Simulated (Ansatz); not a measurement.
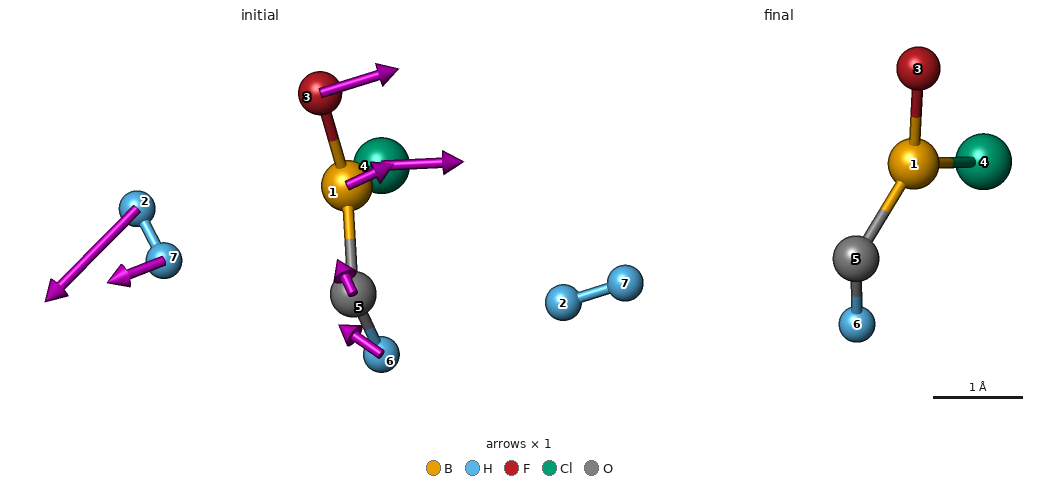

The structure of BH$_{3}$OClF before (left) and after (right) a relaxation, at one scale. The purple arrows give the displacements, at their true length.

A ball-and-stick model, seen at a tilt.

The run prepares an end point of a later path (reaction) calculation, from a guessed geometry.

Method: Ansatz 0.2.0, RKS PBE0/def2-SVP.

The input:
```yaml
crystal:
  periodic: [false, false, false]
  atoms:
    - { symbol: B, position_ang: [-0.052801, -0.510995, -0.409487] }
    - { symbol: H, position_ang: [-0.027916, 0.142866, 1.896105] }
    - { symbol: F, position_ang: [1.046021, 0.206024, -0.456647] }
    - { symbol: Cl, position_ang: [-1.565835, 0.209251, -0.965476] }
    - { symbol: O, position_ang: [0.021211, -1.816975, 0.003252] }
    - { symbol: H, position_ang: [-0.818093, -2.279425, -0.086616] }
    - { symbol: H, position_ang: [-0.027888, -0.572647, 1.841368] }
basis:
  gaussian: { orbitals: def2-SVP }
hamiltonian:
  xc: pbe0
relax:
  f_tol: 0.03
  max_steps: 50
output:
  orbitals: {}
```

Launched with:
```bash
ansatz run input.yaml --threads 2 --pin off --max-ram 3072MiB --backend cpu --events-out ev --progress --plain --runs-dir out
```

**Summarise the run.**

The relaxation stopped without meeting its thresholds, so the last structure isn't shown to be converged. After 41 accepted moves (48 points after the start) the energy has fallen by 19.0 kJ/mol. Largest force component: 1.8 eV/Å at the start, 0.045 eV/Å at the end. The line search rejected the trial steps at points 10, 16, 17, 24, 29, 32, 39 of the run. The forces were under the threshold at step 18, but the run went on from there. H2 moves most after the best rigid fit: 1.52 Å. By element the largest moves are H 1.52 Å, Cl 0.95 Å, F 0.94 Å, B 0.60 Å, O 0.49 Å. Near-neighbour distances that change, for instance: H2–H7 0.718 → 0.762 Å, B1–O5 1.372 → 1.342 Å.

Limits of the set-up: the start holds two separate molecules, 2.2 Å apart at their closest, whose relative position is a soft coordinate and is computed without a dispersion correction.
